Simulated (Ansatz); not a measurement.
System: CH$_{5}$ClZn.

Input

```
crystal:
  periodic: [false, false, false]
  atoms:
    - {symbol: Zn, position_ang: [0.518239, -0.034764, 0.204846]}
    - {symbol: Cl, position_ang: [0.061086, 0.840204, 2.590427]}
    - {symbol: C, position_ang: [-0.765792, -0.245195, -1.224194]}
    - {symbol: H, position_ang: [1.303227, 0.347363, 1.858891]}
    - {symbol: H, position_ang: [1.953976, -0.048909, 1.054155]}
    - {symbol: H, position_ang: [-1.373402, -1.133634, -1.042115]}
    - {symbol: H, position_ang: [-0.272670, -0.349451, -2.191549]}
    - {symbol: H, position_ang: [-1.424563, 0.624386, -1.250361]}
basis:
  gaussian: {orbitals: def2-TZVPP}
hamiltonian: {xc: pbe0, dispersion: d4}
output: {orbitals: {seedname: orbitals}}
```

Run with:

```sh
ansatz run in.yaml --threads 4 --pin off --events-out ev --progress --plain --max-ram 9574MiB
```

A transition-state structure; geometry: PBE0-D4/def2-TZVP.

Computed with RKS PBE0-D4/def2-TZVPP (Ansatz 0.2.0).

Q: What will maps of the electron density and electron localisation function show?

A: C–Zn (1.93 Å): the density is about 0.79 e/Å³ at the midpoint; the ELF peaks at about 0.90 in the valence shell of C, 0.7 Å from its nucleus, and is about 0.45 at the midpoint.
Zn–Cl (2.58 Å): the density is about 0.29 e/Å³ at the midpoint, with its minimum of 0.25 e/Å³ about 1.2 Å from Zn; the ELF peaks at about 0.80 in the valence shell of Cl, 0.8 Å from its nucleus, and drops to about 0.10 between the two atoms.
Cl–H (1.52 Å): ρ is about 1.4 e/Å³ halfway; the ELF climbs to about 0.95 towards the hydrogen, as it does in any bond to H.
Zn–H (1.67 Å): ρ is about 0.76 e/Å³ halfway; the ELF climbs to about 1 towards the hydrogen.

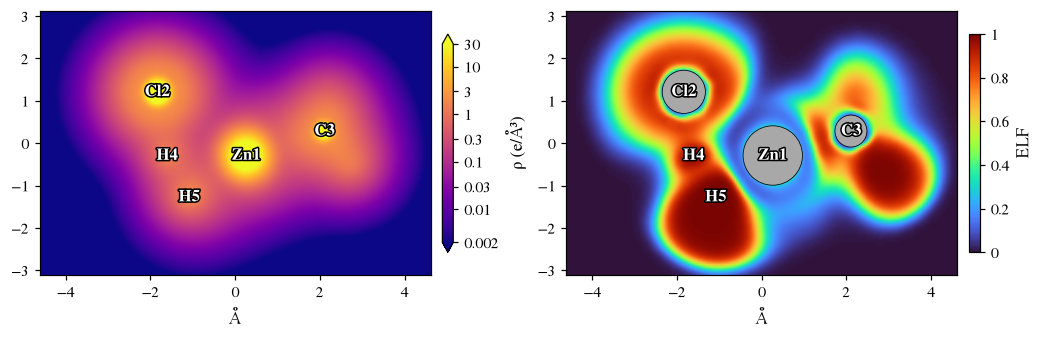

Computed electron density and electron localisation function on the plane of atoms Cl2, Zn1 and H5, in this order. Grey discs cover the atomic cores in the ELF map. 
